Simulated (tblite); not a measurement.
# GeHBr$_{3}$: polarizability calculation

- system: GeHBr$_{3}$, SMILES [Br][GeH]([Br])[Br]
- method: GFN2-xTB, R-SCC (tblite 0.8.0)

The geometry was optimised with GFN2-xTB.

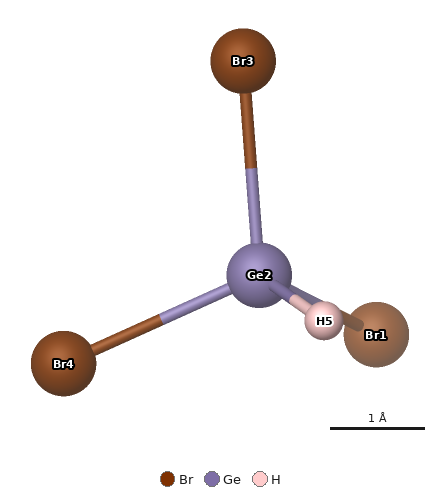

*The structure as given in the input (ball-and-stick view, seen at an oblique angle; atoms are numbered from 1 in the order of the input). Sticks mark near contacts.*

The input (xtb_job.py):
```python
import json
import numpy as np
from tblite.interface import Calculator
from tblite.library import ffi
from tblite.interface import symbols_to_numbers

symbols = list(map(str, np.loadtxt("molecule.xyz", skiprows=2, usecols=0, dtype=str, ndmin=1)))
numbers = np.array(symbols_to_numbers(symbols))
positions = np.loadtxt("molecule.xyz", skiprows=2, usecols=(1, 2, 3), ndmin=2) / 0.52917721

def dipole(field):
    calculator = Calculator("GFN2-xTB", numbers, positions, charge=0, uhf=0)
    calculator.set("verbosity", 0)
    calculator.set("accuracy", 0.01)
    calculator.add("electric-field", ffi.new("double[3]", list(field)))
    return calculator.singlepoint()

F = 0.002  # field step, atomic units
wfn = dipole([0.0, 0.0, 0.0])
alpha = np.array([(dipole(F * v).get('dipole') - dipole(-F * v).get('dipole')) / (2 * F) for v in np.eye(3)])
print(f"E = {wfn.get('energy'):.8f} Eh")
print("polarizability tensor (bohr^3)")
for row in alpha:
    print("".join(f"{v:12.4f}" for v in row))
w = np.linalg.eigvalsh((alpha + alpha.T) / 2)
print("principal values", np.round(w, 3), " isotropic %.3f" % w.mean())
out = {k: np.asarray(wfn.get(k)).tolist() for k in ("energy", "gradient", "charges", "dipole", "orbital-energies", "orbital-occupations")}
out.update(symbols=symbols, positions=(positions * 0.529177210903).tolist(), alpha=alpha.tolist())
json.dump(out, open("results.json", "w"))
```

File molecule.xyz:
```
5
start geometry
Br    -0.913964     0.326409     2.033280
Ge    -0.039428     0.089287    -0.089575
Br     2.263488     0.223965    -0.016343
Br    -0.686291    -1.933000    -0.994668
H     -0.573905     1.219639    -0.974094
```

Run on 1 thread of Intel Xeon (Granite Rapids), 12 GiB of memory available, shared host.

Launched with:
```bash
python xtb_job.py
```

The program's output:
```
E = -14.83389326 Eh
polarizability tensor (bohr^3)
    263.8786     33.3640    -26.0775
     33.3677    209.0255     55.3933
    -26.0693     55.3918    236.5936
principal values [149.984 279.622 279.891]  isotropic 236.499
```

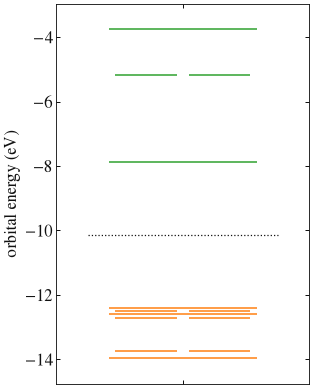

*Orbital energies near the frontier; the dotted line parts filled from empty levels, and levels within 0.02 eV of each other stand side by side.*

Highest filled −12.40 eV, lowest empty −7.89 eV, 4.51 eV apart.

Summary:

```json
{"quantity": "outcome", "value": "converged"}
{"quantity": "total energy", "value": "−14.833893 hartree"}
{"quantity": "basis functions", "value": "37"}
{"quantity": "largest force", "value": "0.005 eV/Å"}
{"quantity": "HOMO", "value": "−12.40 eV"}
{"quantity": "LUMO", "value": "−7.89 eV"}
{"quantity": "dipole moment", "value": "3.30 D"}
{"quantity": "peak memory", "value": "0.069 GiB"}
```
